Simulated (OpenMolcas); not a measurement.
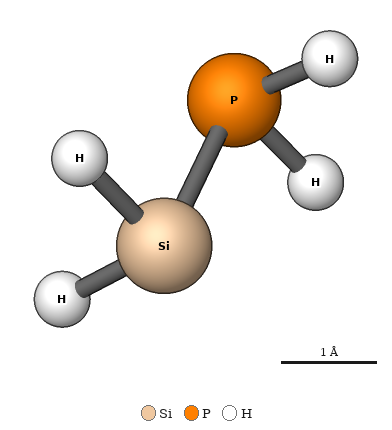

**Figure 1.** The input geometry (ball-and-stick view, seen at a tilt).

## SiPH₄: single-point calculation (part 1 of 3)

System: SiPH₄, multiplicity 2.
Method: CASPT2/ANO-S-VDZP (OpenMolcas 26.06).

The geometry comes from this level: GFN2-xTB.

### The input
```
>>> EXPORT MOLCAS_PRINT=2

&gateway
  coord
  6
  angstrom
  Si       0.357650      -1.019850      -0.132620
  P       -0.355230       1.071380       0.132600
  H       -0.387090      -1.600590       1.036860
  H       -0.642080      -1.408110      -1.185860
  H        0.407400       1.565440      -0.899820
  H        0.619350       1.391730       1.048840
  basis=ANO-S-VDZP
  group=NoSym

&seward

&rasscf
  fileorb=$CurrDir/step2.RasOrb
  spin=2
  nactel=5 0 0
  inactive=14
  ras2=6
  orblisting=Few

&caspt2
  ipea=0.25
  sig2=0.3
```

Machine: 1 thread of Arm Neoverse V2, 24 GiB of memory available, shared host.

Command:
```bash
export MOLCAS_MEM=1860
pymolcas step14.inp > step14.log
```

### What the program printed
```
--- Start Module: gateway ---

                                              &GATEWAY

                       available to each process: 1.9 GB of memory, 1 thread

++    Symmetry information:
      ---------------------

                    Character Table for C1

                             E
                    a        1  x, y, xy, Rz, z, xz, Ry, yz, Rx, I
--

++    Basis set information:
      ----------------------

      Basis set label: SI.ANO-S...4S3P1D.

      Electronic valence basis set:
      ------------------
      Associated Effective Charge  14.000000 au
      Associated Actual Charge     14.000000 au
      Nuclear Model: Point charge

      Shell  nPrim  nBasis  Cartesian Spherical Contaminant
         s      13       4        X
         p      10       3        X
         d       4       1                 X

      Basis set label: P.ANO-S...4S3P1D.

      Electronic valence basis set:
      ------------------
      Associated Effective Charge  15.000000 au
      Associated Actual Charge     15.000000 au
      Nuclear Model: Point charge

      Shell  nPrim  nBasis  Cartesian Spherical Contaminant
         s      13       4        X
         p      10       3        X
         d       4       1                 X

      Basis set label: H.ANO-S...2S1P.

      Electronic valence basis set:
      ------------------
      Associated Effective Charge   1.000000 au
      Associated Actual Charge      1.000000 au
      Nuclear Model: Point charge

      Shell  nPrim  nBasis  Cartesian Spherical Contaminant
         s       7       2        X
         p       3       1        X
--

++    Molecular structure info:
      -------------------------

                    ************************************************
                    **** Cartesian Coordinates / bohr, angstrom ****
                    ************************************************

     Center  Label                x              y              z                     x              y              z
        1      SI1              0.675861      -1.927237      -0.250615              0.357650      -1.019850      -0.132620
        2      P2              -0.671287       2.024615       0.250578             -0.355230       1.071380       0.132600
        3      H3              -0.731494      -3.024677       1.959381             -0.387090      -1.600590       1.036860
        4      H4              -1.213355      -2.660942      -2.240951             -0.642080      -1.408110      -1.185860
        5      H5               0.769874       2.958253      -1.700413              0.407400       1.565440      -0.899820
        6      H6               1.170402       2.629989       1.982020              0.619350       1.391730       1.048840

                    ***************************************
                    *    InterNuclear Distances / bohr    *
                    ***************************************

               1 SI1           2 P2            3 H3            4 H4            5 H5            6 H6
    1 SI1      0.000000
    2 P2       4.205132        0.000000
    3 H3       2.840617        5.330945        0.000000
    4 H4       2.840580        5.334416        4.243499        0.000000
    5 H5       5.096937        2.599037        7.172423        5.983372        0.000000
    6 H6       5.098778        2.599267        5.965984        7.177028        3.718669        0.000000

                    *******************************************
                    *    InterNuclear Distances / angstrom    *
                    *******************************************

               1 SI1           2 P2            3 H3            4 H4            5 H5            6 H6
    1 SI1      0.000000
    2 P2       2.225260        0.000000
    3 H3       1.503190        2.821015        0.000000
    4 H4       1.503170        2.822851        2.245563        0.000000
    5 H5       2.697183        1.375351        3.795483        3.166264        0.000000
    6 H6       2.698157        1.375473        3.157063        3.797920        1.967835        0.000000

                    **************************************
                    *    Valence Bond Angles / degree    *
                    **************************************
                          Atom centers                 Phi
                      3 H3       1 SI1      4 H4        96.65
                      5 H5       2 P2       6 H6        91.35
--

            Nuclear Potential Energy             83.57454407 au

--- Stop Module: gateway /rc=_RC_ALL_IS_WELL_ ---

--- Start Module: seward ---

                                              &SEWARD

                       available to each process: 1.9 GB of memory, 1 thread

               SEWARD will generate:
                  Multipole Moment integrals up to order  2
                  Kinetic Energy integrals
                  Nuclear Attraction integrals (point charge)
                  One-Electron Hamiltonian integrals
                  Velocity integrals
                  Orbital angular momentum around ( -0.0300   0.1380   0.0119 )
                  Velocity quadrupole around ( -0.0300   0.1380   0.0119 )
                  Two-Electron Repulsion integrals

                   Integrals are discarded if absolute value <: 1.00E-14
                   Integral cutoff threshold is set to       <: 1.00E-16

            Nuclear Potential Energy             83.57454407 au

      Basis set specifications :
      Symmetry species         a
      Basis functions           56

--- Stop Module: seward /rc=_RC_ALL_IS_WELL_ ---
--- Module seward spent 1 second ---

--- Start Module: rasscf ---

                                              &RASSCF

                       available to each process: 1.9 GB of memory, 1 thread

      Header of the ONEINT file:
      --------------------------

      OrdInt status: non-squared

      Cartesian coordinates in angstrom:
      -----------------------------------------------------
      No.  Label        X            Y            Z
      -----------------------------------------------------
       1   SI1        0.35765000  -1.01985000  -0.13262000
       2   P2        -0.35523000   1.07138000   0.13260000
       3   H3        -0.38709000  -1.60059000   1.03686000
       4   H4        -0.64208000  -1.40811000  -1.18586000
       5   H5         0.40740000   1.56544000  -0.89982000
       6   H6         0.61935000   1.39173000   1.04884000
      -----------------------------------------------------
      Nuclear repulsion energy =   83.57454407

++    Wave function specifications:
      -----------------------------

      Number of closed shell electrons          28
      Number of electrons in active shells       5
      Max number of holes in RAS1 space          0
      Max nr of electrons in RAS3 space          0
      Number of inactive orbitals               14
      Number of active orbitals                  6
      Number of secondary orbitals              36
      Spin quantum number                      0.5
      State symmetry                             1
--

++    Orbital specifications:
      -----------------------

      Symmetry species                           1
                                                 a
      Frozen orbitals                            0
      Inactive orbitals                         14
      Active orbitals                            6
      RAS1 orbitals                              0
      RAS2 orbitals                              6
      RAS3 orbitals                              0
      Secondary orbitals                        36
      Deleted orbitals                           0
      Number of basis functions                 56
--

++    CI expansion specifications:
      ----------------------------

      Number of CSFs                           210
      Number of determinants                   300
      Number of root(s) required                 1
      Root chosen for geometry opt.              1
      CI root used                               1

      highest root included in the CI            1
      max. size of the explicit Hamiltonian    200
--

++    Optimization specifications:
      ----------------------------

      RASSCF algorithm: Conventional
      Maximum number of macro iterations       200
      Maximum number of SX iterations          100
      Threshold for RASSCF energy            1.000E-08
      Threshold for max MO rotation          1.000E-01
      Threshold for max BLB element          1.000E-04
      Level shift parameter                  5.000E-01
      Make Quasi-Newton update
--

      The MO-coefficients are taken from the file:
      step2.RasOrb
      Title: RASSCF average (pseudo-natural) orbitals

      Total molecular charge    0.00

      ************************************************************************************************************************
      *                                            Wave function control section                                             *
      ************************************************************************************************************************

                                         RASSCF iterations: Energy and convergence statistics
                                         ----------------------------------------------------

          iter iter root      energy       change     param      element    value   shift minimum  type update hh:mm:ss
 Nr of preliminary CI iterations:   4
        1   1  101    1  -630.44106554    0.00E+00  -9.63E-02   13  41 1 -2.53E-01*  0.34   0.00    SX    NO    0:00:00
        2   3  101    1  -631.31427119   -8.73E-01*  1.07E-01*  14  15 1  1.47E-01*  0.25   0.00    SX    NO    0:00:00
        3   3  101    1  -631.72980655   -4.16E-01*  1.18E-01*  14  15 1  8.69E-02*  0.16   0.00    SX    NO    0:00:00
        4   3  101    1  -631.89503154   -1.65E-01*  7.33E-02   14  15 1  4.46E-02*  0.10   0.00    SX    NO    0:00:00
        5   3   62    1  -631.94633451   -5.13E-02*  4.46E-02   13  28 1  2.06E-02*  0.07   1.83    LS   YES    0:00:00
        6   3  101    1  -631.95922361   -1.29E-02*  3.29E-02   13  41 1  1.61E-02*  0.06   1.38    QN   YES    0:00:00
        7   3   52    1  -631.96439504   -5.17E-03* -5.38E-02   13  41 1  8.66E-03*  0.06   1.94    QN   YES    0:00:00
        8   3   55    1  -631.96812374   -3.73E-03* -6.66E-02   14  15 1 -4.59E-03*  0.06   1.89    QN   YES    0:00:00
        9   3   53    1  -631.97099269   -2.87E-03* -7.12E-02   14  15 1 -5.99E-03*  0.05   1.84    QN   YES    0:00:00
       10   3   63    1  -631.97338761   -2.39E-03* -5.70E-02   13  41 1 -7.64E-03*  0.05   1.66    QN   YES    0:00:00
       11   3   68    1  -631.97531530   -1.93E-03*  4.18E-02   13  41 1 -8.20E-03*  0.05   1.81    QN   YES    0:00:00
       12   3   56    1  -631.97717665   -1.86E-03*  4.31E-02   13  41 1 -6.19E-03*  0.04   1.94    QN   YES    0:00:00
       13   3   56    1  -631.97876376   -1.59E-03*  4.45E-02   14  34 1 -2.60E-03*  0.04   1.89    QN   YES    0:00:00
       14   3   68    1  -631.97988960   -1.13E-03* -5.66E-02   14  15 1  2.43E-03*  0.04   2.08    QN   YES    0:00:00
       15   3   63    1  -631.98096560   -1.08E-03* -7.63E-02   13  41 1  3.86E-03*  0.04   2.23    QN   YES    0:00:00
       16   4   59    1  -631.98217461   -1.21E-03* -6.94E-02   13  41 1  6.06E-03*  0.04   1.75    QN   YES    0:00:00
       17   4   59    1  -631.98321665   -1.04E-03*  5.55E-02   13  41 1  6.72E-03*  0.04   1.66    QN   YES    0:00:00
       18   3   59    1  -631.98427374   -1.06E-03*  4.82E-02   13  41 1  5.50E-03*  0.04   2.06    QN   YES    0:00:00
       19   4   57    1  -631.98549736   -1.22E-03* -3.33E-02   13  41 1  2.47E-03*  0.04   1.93    QN   YES    0:00:00
       20   4   56    1  -631.98646831   -9.71E-04* -3.21E-02   11  15 1  2.59E-03*  0.03   1.85    QN   YES    0:00:00
       21   4   58    1  -631.98724238   -7.74E-04* -4.45E-02   11  15 1  3.51E-03*  0.03   2.02    QN   YES    0:00:00
       22   4   68    1  -631.98809332   -8.51E-04*  5.69E-02   13  41 1 -4.10E-03*  0.02   1.89    QN   YES    0:00:00
       23   4   61    1  -631.98900133   -9.08E-04*  5.12E-02   13  41 1 -4.43E-03*  0.02   1.54    QN   YES    0:00:00
       24   4   66    1  -631.98986714   -8.66E-04*  4.09E-02   13  41 1 -3.47E-03*  0.02   1.61    QN   YES    0:00:00
       25   4   67    1  -631.99084654   -9.79E-04* -2.76E-02   14  34 1 -2.50E-03*  0.02   1.76    QN   YES    0:00:00
       26   3   64    1  -631.99168437   -8.38E-04*  2.38E-02   14  15 1  1.78E-03*  0.02   1.66    QN   YES    0:00:00
       27   3   59    1  -631.99211294   -4.29E-04* -1.84E-02   13  41 1  1.97E-03*  0.02   1.69    QN   YES    0:00:00
       28   3   54    1  -631.99234987   -2.37E-04* -2.48E-02   13  41 1  1.66E-03*  0.02   1.61    QN   YES    0:00:00
       29   3   58    1  -631.99248088   -1.31E-04*  1.61E-02   14  34 1  9.26E-04*  0.02   1.13    QN   YES    0:00:00
       30   3   54    1  -631.99256686   -8.60E-05*  7.33E-03   11  16 1 -5.36E-04*  0.02   1.20    QN   YES    0:00:00
       31   3   54    1  -631.99261028   -4.34E-05*  6.23E-03   13  41 1 -5.24E-04*  0.01   1.90    LS   YES    0:00:00
       32   3   54    1  -631.99262312   -1.28E-05* -3.48E-03   13  41 1 -7.47E-04*  0.01   1.07    QN   YES    0:00:00
       33   3   54    1  -631.99263834   -1.52E-05*  5.82E-03   13  41 1 -3.77E-04*  0.01   2.12    QN   YES    0:00:00
       34   3   48    1  -631.99265050   -1.22E-05*  2.90E-03   13  21 1 -2.00E-04*  0.01   1.00    QN   YES    0:00:00
       35   3   46    1  -631.99265278   -2.28E-06* -1.16E-03   13  41 1  1.64E-04*  0.01   1.08    QN   YES    0:00:00
       36   3   42    1  -631.99265378   -1.00E-06* -1.04E-03   13  41 1  6.46E-05   0.01   1.90    LS   YES    0:00:00
       37   3   37    1  -631.99265407   -2.97E-07* -4.41E-04   13  28 1 -5.35E-05   0.01   1.02    QN   YES    0:00:00
       38   3   36    1  -631.99265424   -1.65E-07* -3.91E-04   13  25 1 -2.48E-05   0.01   1.89    LS   YES    0:00:00
       39   3   35    1  -631.99265429   -4.86E-08* -1.86E-04   12  30 1  2.01E-05   0.01   1.03    QN   YES    0:00:00
       40   3   30    1  -631.99265432   -3.48E-08* -1.84E-04   13  29 1  8.87E-06   0.01   1.99    LS   YES    0:00:00
       41   3   30    1  -631.99265434   -1.17E-08* -1.31E-04   13  25 1  1.76E-05   0.01   1.02    QN   YES    0:00:00
       42   3   29    1  -631.99265435   -1.59E-08* -2.95E-04   11  17 1 -1.01E-05   0.01   2.50    QN   YES    0:00:00
       43   3   30    1  -631.99265437   -2.02E-08* -1.53E-04   13  36 1  5.93E-06   0.01   1.34    QN   YES    0:00:00
       44   3   29    1  -631.99265438   -7.35E-09  -1.48E-04   13  25 1 -5.71E-06   0.01   1.92    QN   YES    0:00:00
      Convergence after 44 iterations
       45   3   29    1  -631.99265438   -5.78E-09  -1.48E-04   13  25 1 -3.93E-06   0.01   1.92    QN   YES    0:00:00
```
